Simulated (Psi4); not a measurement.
**AlClF2 (SMILES [F][Al]([F])[Cl]): wB97X/def2-SVPD**

What is the energy change on altering one bond length of AlClF2 at wB97X/def2-SVPD? 

The results are computed with Psi4 1.11.

1 further run of the same task is left out (set aside as unsound or not needed).

### Step 1. Starting point

AlClF2: 4 atoms, total charge 0, spin state singlet. SMILES: `[F][Al]([F])[Cl]`. The shape is that of a PBE0-D4/def2-TZVP optimisation.

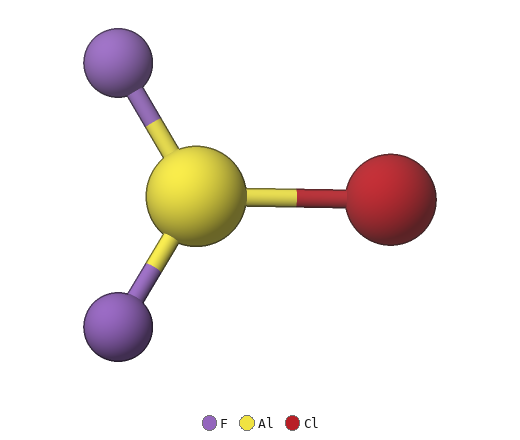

Viewed from a chosen angle; fluorine purple, aluminium yellow, chlorine red.

### Step 2. Energy and forces at wB97X/def2-SVPD

alclf2.xyz

```xyz
4
AlClF2
F      0.997200     0.721760     1.149640
Al     0.069280    -0.050750     0.053570
F      0.273490    -1.653820    -0.164660
Cl    -1.339980     0.982810    -1.038560
```

job.py

```python
import psi4

psi4.set_memory(2200000000)
psi4.set_num_threads(1)
psi4.core.set_output_file('run.log', False)

with open('alclf2.xyz') as f:
    atoms = ''.join(f.readlines()[2:])
m = psi4.geometry('0 1\n' + atoms + 'symmetry c1')

psi4.set_options({
    'basis': 'def2-SVPD',
    'reference': 'rks',
    'puream': True,
    'e_convergence': 1e-09,
    'd_convergence': 1e-08,
    'scf_type': 'pk',
    'dft_radial_points': 99,
    'dft_spherical_points': 590,
})

energy_value, wavefunction = psi4.gradient('WB97X', return_wfn=True)
psi4.oeprop(wavefunction, 'MAYER_INDICES', 'DIPOLE', 'WIBERG_LOWDIN_INDICES')
print('gradient / Eh bohr^-1')
print(energy_value.np.round(6))
print(f'energy = {wavefunction.energy():.10f} Eh')
```

On the command line:

```console
$ python job.py
```

run.log:

```text
[...]
  Running in c1 symmetry.
[...]
  Nuclear repulsion =  198.347935170660406
[...]
  Multiplicity = 1
[...]
  Nalpha       = 24
  Nbeta        = 24
[...]
    Number of basis functions: 97
[...]
   @RKS iter   1:  -901.99022896410963   -6.87173e-01   6.64094e-03 DIIS/ADIIS
[...]
   @RKS iter  10:  -902.13305679880375   -1.70530e-11   8.09937e-09 DIIS
[...]
    Orbital Energies [Eh]
    ---------------------
    Doubly Occupied:
       1A   -101.500013     2A    -56.146663     3A    -24.752653
       4A    -24.752652     5A     -9.571746     6A     -7.336616
       7A     -7.331976     8A     -7.331197     9A     -4.337499
      10A     -2.893836    11A     -2.888689    12A     -2.888670
      13A     -1.289763    14A     -1.280277    15A     -0.969267
      16A     -0.626380    17A     -0.588524    18A     -0.571161
      19A     -0.565641    20A     -0.549305    21A     -0.542127
      22A     -0.520366    23A     -0.467654    24A     -0.460501
[...]
  @RKS Final Energy:  -902.13305679880375
   => Energetics <=
    Nuclear Repulsion Energy =            198.3479351706604064
    One-Electron Energy =               -1646.0336990587350101
    Two-Electron Energy =                 596.5244846914428081
    DFT Exchange-Correlation Energy =     -50.9717776021718265
    Empirical Dispersion Energy =           0.0000000000000000
    VV10 Nonlocal Energy =                  0.0000000000000000
    Total Energy =                       -902.1330567988037501
[...]
  -Total Gradient:
     Atom            X                  Y                   Z
    ------   -----------------  -----------------  -----------------
       1       -0.010138846975    -0.008623708803    -0.012016906718
       2        0.008726420158    -0.006396580345     0.006749776272
       3       -0.002142064626     0.017630157785     0.002506863211
       4        0.003336276917    -0.002449363630     0.002590426999
[...]
 Multipole Moments:
 ------------------------------------------------------------------------------------
     Multipole            Electronic (a.u.)      Nuclear  (a.u.)        Total (a.u.)
 ------------------------------------------------------------------------------------
 L = 1.  Multiply by 2.5417464519 to convert [e a0] to [Debye]
 Dipole X            :          0.6960345           -0.8142203           -0.1181858
 Dipole Y            :         -0.5102961            0.5972125            0.0869165
 Dipole Z            :          0.5390540           -0.6311056           -0.0920516
 Magnitude           :                                                    0.1731931
[...]
```

The script printed:

```text
gradient / Eh bohr^-1
[[-0.010139 -0.008624 -0.012017]
 [ 0.008726 -0.006397  0.00675 ]
 [-0.002142  0.01763   0.002507]
 [ 0.003336 -0.002449  0.00259 ]]
energy = -902.1330567988 Eh
```

Run time: 42 s. Hardware: 1 thread of AMD EPYC 7R43 (Zen 3), shared host; peak memory 0.97 GiB.

### Step 3. The distorted shape: a single-point energy at wB97X/def2-SVPD

input.dat

```
memory 2.2 GB

molecule {
  F      1.136386     0.837635     1.314049
  Al     0.069280    -0.050750     0.053570
  F      0.273490    -1.653820    -0.164660
  Cl    -1.339980     0.982810    -1.038560
  symmetry c1
}

set basis def2-SVPD
set puream true
set e_convergence 1e-09
set d_convergence 1e-08
set scf_type pk
set dft_radial_points 99
set dft_spherical_points 590

result, w = energy("wb97x", return_wfn=True)
oeprop(w, "MULLIKEN_CHARGES", "MAYER_INDICES", "WIBERG_LOWDIN_INDICES")
print_variables()
```

On the command line:

```console
$ psi4 -n 1 input.dat output.dat
```

output.dat:

```text
[...]
  Running in c1 symmetry.
[...]
  Nuclear repulsion =  190.796850735955047
[...]
  Multiplicity = 1
[...]
  Nalpha       = 24
  Nbeta        = 24
[...]
    Number of basis functions: 97
[...]
   @RKS iter   1:  -901.96290343149269   -7.81126e-01   6.69180e-03 ADIIS/DIIS
[...]
   @RKS iter  11:  -902.11495823929738   -6.48015e-12   4.49878e-09 DIIS
[...]
    Orbital Energies [Eh]
    ---------------------
    Doubly Occupied:
       1A   -101.511296     2A    -56.179329     3A    -24.764767
       4A    -24.728132     5A     -9.582818     6A     -7.347883
       7A     -7.342963     8A     -7.342185     9A     -4.362649
      10A     -2.919657    11A     -2.914325    12A     -2.912941
      13A     -1.296570    14A     -1.230462    15A     -0.979596
      16A     -0.625565    17A     -0.572211    18A     -0.569002
      19A     -0.562882    20A     -0.525798    21A     -0.510845
      22A     -0.506878    23A     -0.476741    24A     -0.469036
[...]
  @RKS Final Energy:  -902.11495823929738
   => Energetics <=
    Nuclear Repulsion Energy =            190.7968507359550472
    One-Electron Energy =               -1630.7904919185211838
    Two-Electron Energy =                 588.7899153768598808
    DFT Exchange-Correlation Energy =     -50.9112324335911381
    Empirical Dispersion Energy =           0.0000000000000000
    VV10 Nonlocal Energy =                  0.0000000000000000
    Total Energy =                       -902.1149582392973798
[...]
 Multipole Moments:
 ------------------------------------------------------------------------------------
     Multipole            Electronic (a.u.)      Nuclear  (a.u.)        Total (a.u.)
 ------------------------------------------------------------------------------------
 L = 1.  Multiply by 2.5417464519 to convert [e a0] to [Debye]
 Dipole X            :          0.4740590           -0.8468487           -0.3727897
 Dipole Y            :         -0.6443312            0.5700488           -0.0742825
 Dipole Z            :          0.2900342           -0.6696468           -0.3796126
 Magnitude           :                                                    0.5372111
[...]
  Mulliken Charges: (a.u.)
   Center  Symbol    Alpha    Beta     Spin     Total
       1     F     4.83757  4.83757  0.00000 -0.67514
       2    AL     5.60525  5.60525  0.00000  1.78949
       3     F     4.81010  4.81010  0.00000 -0.62020
       4    CL     8.74708  8.74708  0.00000 -0.49415
   Total alpha = 24.00000, Total beta = 24.00000, Total charge =  0.00000
  Mayer Bond Indices:
[...]
```

Wall time 26 s (1 thread of AMD EPYC 7R43 (Zen 3), shared host); peak memory 0.96 GiB.

### Step 4. Summary of results

At wB97X/def2-SVPD:

```
                                                          quantity          value
                                         first shape: total energy  -902.13306 Eh
                                        first shape: dipole moment         0.44 D
                                          first shape: HOMO energy      -12.53 eV
                                          first shape: LUMO energy        0.33 eV
                                        first shape: HOMO–LUMO gap       12.86 eV
                             first shape: largest force on an atom     0.922 eV/Å
                                     distorted shape: total energy  -902.11496 Eh
                                    distorted shape: dipole moment         1.37 D
                                      distorted shape: HOMO energy      -12.76 eV
                                      distorted shape: LUMO energy       -0.11 eV
                                    distorted shape: HOMO–LUMO gap       12.65 eV
energy change with the F1–Al2 bond stretched from 1.631 to 1.875 Å       0.492 eV
```

With the F1–Al2 bond stretched from 1.631 to 1.875 Å the energy rises by 0.49 eV (11.4 kcal/mol). The first shape isn't relaxed at this level, so the change isn't measured from a minimum. The largest force (first shape) is 0.92 eV/Å: the shape isn't a stationary point for this species at this level. Mulliken charges (distorted shape) run from -0.68 on F1 to +1.79 on Al2; in a basis this large or diffuse they mean little.
